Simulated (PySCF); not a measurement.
C2H6OSeSi, SMILES [SeH][SiH2]C(=O)C, GFN2-xTB optimised geometry. Atoms within 1.6 Å of the plane z = 0.0 Å (x, y, z in Å): C1 (2.07, -0.73, 0.00), C2 (0.57, -0.73, 0.00), O3 (-0.09, -1.74, 0.00), Si4 (-0.31, 1.00, 0.00), Se5 (-2.47, 0.38, -0.04), H6 (2.47, -1.74, 0.01), H7 (2.42, -0.20, -0.89), H8 (2.42, -0.18, 0.87), H9 (0.10, 1.74, -1.19), H10 (0.06, 1.72, 1.22), H11 (-2.10, -1.01, -0.03).

Method: CAM-B3LYP/def2-TZVP run with PySCF. Cells within 0.4 Å of a nucleus heavier than hydrogen are left out (blank, or x).

Map of the HOMO−1 amplitude (bohr^(-3/2)), clipped to [-0.25, 0.25] on the plane z = 0.0 Å; orbital energy -8.66 eV, overall sign arbitrary:

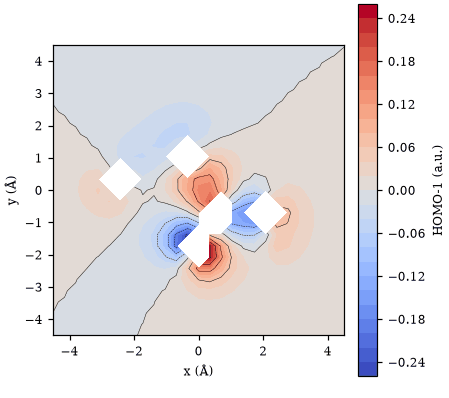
Figure. HOMO−1 amplitude (bohr^(-3/2)), clipped to [-0.25, 0.25] on the plane z = 0.0 Å.
